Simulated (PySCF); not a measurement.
C6H6ClF

The calculation's input:

```
{"job": {"kind": "uv", "xc": "B3LYP", "basis": "def2-SVPD", "nstates": 8, "ntriplets": 3}, "charge": 0, "multiplicity": 1}
C     -0.350435     1.988827    -0.180639
C     -0.341181     0.672695    -0.041124
C      0.683420    -0.358055     0.106586
C      1.994743    -0.376991     0.302560
Cl     2.941305     1.048406     0.433286
C     -0.339319    -1.463973    -0.018100
C     -1.433804    -0.377844    -0.043108
F     -2.235312    -0.395236    -1.157914
H      0.560963     2.560568    -0.181488
H     -1.272474     2.528938    -0.312978
H      2.560433    -1.290977     0.397914
H     -0.388291    -2.168540     0.809079
H     -0.277770    -2.008602    -0.958659
H     -2.102957    -0.359689     0.822421
```

Command:

```sh
OMP_NUM_THREADS=1 python probes_run.py task.json out
```

Geometry: GFN2-xTB.

Method: PySCF, B3LYP/def2-SVPD, SCF density, gas phase.

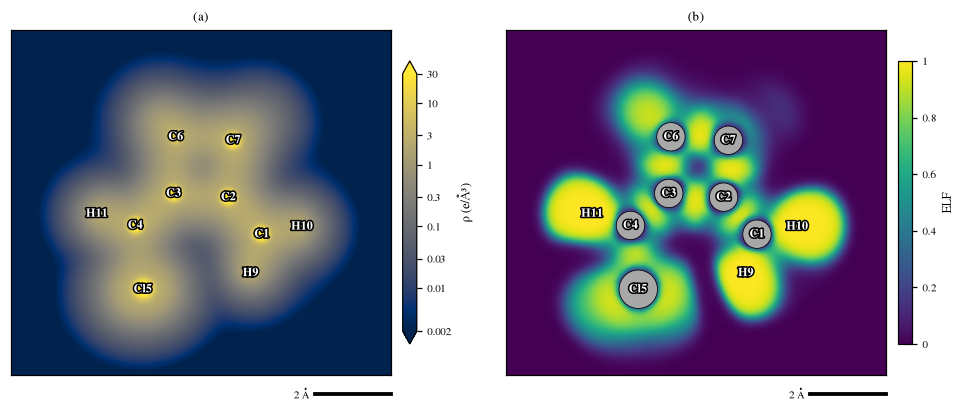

Figure 1. (a) electron density; (b) ELF on the plane of atoms C1, C2 and C7. Grey discs cover the atomic cores in the ELF map.

### Read the bonding off the picture.

- The section cuts through C, Cl and H sites.
- C–C (1.32 Å): the density is about 2.3 e/Å³ at the midpoint; the ELF peaks at about 0.95 between the atoms: a multiple bond.
- C–Cl (1.72 Å): the density is about 1.5 e/Å³ at the midpoint; the ELF peaks at about 0.90 between the atoms, as expected for localised, covalent bonding.
- C–H (1.08 Å): the density is about 2 e/Å³ at the midpoint; the ELF climbs to about 1 towards the hydrogen, as it does in any bond to H: a covalent bond by its length.
- C–C (1.46 Å): ρ at the midpoint is about 1.9 e/Å³; the ELF peaks at about 0.95 between the atoms; a covalent bond.
- C–C (1.51 Å): the density is about 1.7 e/Å³ at the midpoint; the ELF peaks at about 0.95 between the atoms; localised, covalent bonding.
- The ELF also peaks beside Cl5, away from the bonds: lone-pair regions.

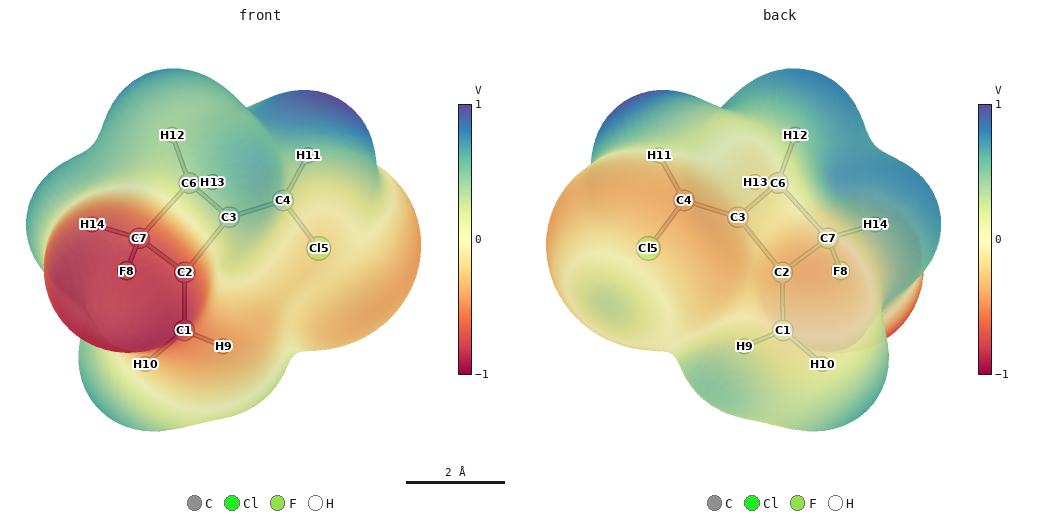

Figure 2. The molecular electrostatic potential painted on the density surface at 0.001 e/bohr³, seen from the front and from behind; the colour scale runs from red (negative) to blue (positive).

### Where is the surface potential most negative and most positive?

The most negative region (about −0.9 V) lies over F8, the most positive (about +1.0 V) over H11. Cl5 shows a σ-hole: about +0.3 V at the tip opposite its bond, against about −0.3 V on its flanks.

### What dipole moment does the calculation give?

Its dipole moment is 1.49 D.
